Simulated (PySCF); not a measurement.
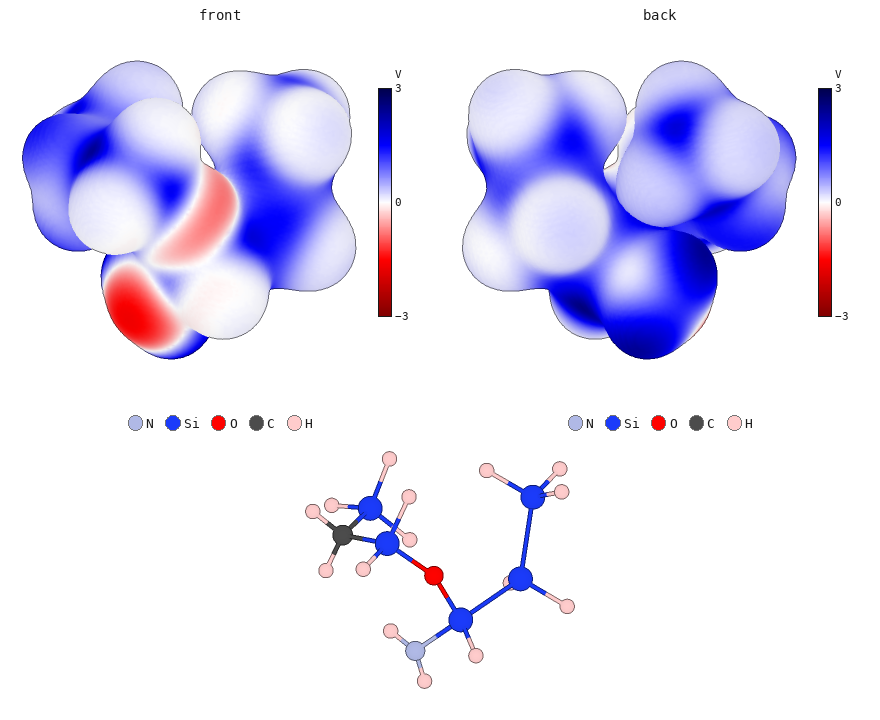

The picture shows: CH₁₅NOSi₅. The electrostatic potential painted on the density surface at 0.004 e/bohr³, seen from the front and from behind; the colour scale runs from red (negative) to blue (positive). The bare structure is drawn below in the same view.

Geometry: GFN2-xTB.

These are results of PBE0/pcSseg-1, SCF density, gas phase, non-relativistic (PySCF), not measurements.

```xyz
23

N     0.1831    1.8520   -1.9529
Si    1.2142    0.5415   -1.4892
O     0.2556   -0.7560   -1.2378
Si   -1.1634   -1.5190   -1.1681
C    -2.4984   -0.3670   -0.4620
Si   -2.0925    0.4150    1.2149
Si    2.3871    0.7103    0.4940
Si    2.1598   -1.0613    1.9689
H    -0.6434    2.0275   -1.4031
H     0.6057    2.7273   -2.2149
H     1.9464    0.2429   -2.7256
H    -1.5205   -1.9472   -2.5225
H    -0.9017   -2.6519   -0.2795
H    -3.4271   -0.9307   -0.3729
H    -2.6971    0.4250   -1.1860
H    -1.9285   -0.6112    2.2463
H    -0.8707    1.2288    1.1392
H    -3.1978    1.3021    1.6064
H     3.8158    0.9389    0.1886
H     2.0418    1.9751    1.1865
H     2.5819   -0.7582    3.3427
H     0.7768   -1.5384    2.0734
H     2.9681   -2.2185    1.5638
```

Question: Which sites attract a positive test charge, and which a negative one?

Answer: A positive charge is drawn to the negative regions and a negative charge to the positive ones. The most negative region (about −1.5 V, or −35 kcal/mol for a unit charge) lies over N1, the most positive (about +2.3 V, or +53 kcal/mol for a unit charge) over Si2, Si4, H9 and H10. N1 is the likeliest acceptor of a hydrogen bond.
